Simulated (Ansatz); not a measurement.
How basis sets differ on C4H11Al (SMILES [H][Al]([CH2]C)[CH2]C)

The species is C4H11Al (16 atoms), meant as a singlet with charge 0. As SMILES, `[H][Al]([CH2]C)[CH2]C`. The shape comes from GFN2-xTB, which is rough for such elements, and wasn't checked as a minimum. This is one conformer, not always the lowest.

```xyz
16

Al   -0.1344   -0.5982   -0.5574
C     1.6926   -1.1839    0.0250
C     2.0777   -0.6651    1.4243
H     2.4773   -0.8665   -0.6800
H     1.7457   -2.2848    0.0252
H     3.0955   -0.9518    1.6919
H     2.0121    0.4226    1.4632
H     1.4022   -1.0647    2.1808
C    -1.0055    1.1895   -0.2971
C    -2.4272    1.0652   -0.8756
H    -0.4858    2.0155   -0.8042
H    -1.0738    1.5057    0.7542
H    -2.9832    1.9998   -0.7950
H    -2.3860    0.7794   -1.9281
H    -2.9840    0.2879   -0.3503
H    -1.0231   -1.6505   -1.2769
```

Each level gives the dipole moment (D). The values are calculated.

```
                           level          kind  program  value (D)
                       HF/STO-3G  Hartree–Fock   Ansatz       0.24
                        HF/3-21G  Hartree–Fock   Ansatz       0.64
HF/6-31+G* (spherical functions)  Hartree–Fock   Ansatz       0.63
                     HF/def2-SVP  Hartree–Fock   Ansatz       0.64
```

The values span 0.24 to 0.64 D. Magnitudes only. Sets without polarisation functions give poor dipoles.

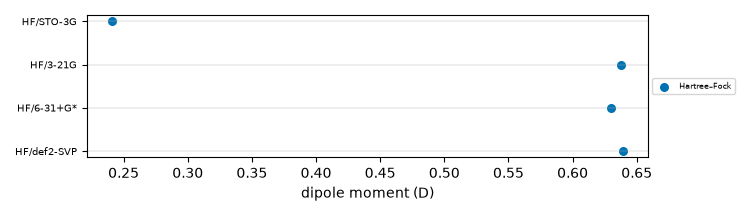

The values of the table, level by level.
